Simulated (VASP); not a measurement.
Band structure of MgCd (space group R-3m). Computed with PBEsol GGA, VASP's PBE PAW potentials (set 64) (plane waves; VASP).

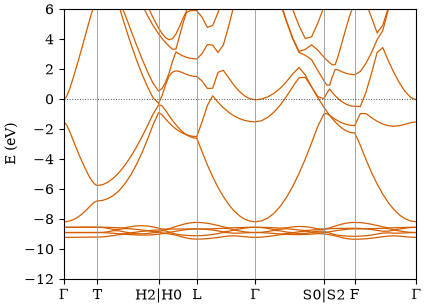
Bands along high-symmetry lines, zero at the valence-band maximum or, without a gap, the Fermi level

### Question
Read the plot: is there a gap, and where are the band edges?

### Answer
It has no gap at this level: it comes out as a metal or semimetal. (Edges off the drawn lines would not show.)

The structure comes from a computed database's MgCd entry (R-3m); how it stands against other phases isn't given here. It was relaxed first.
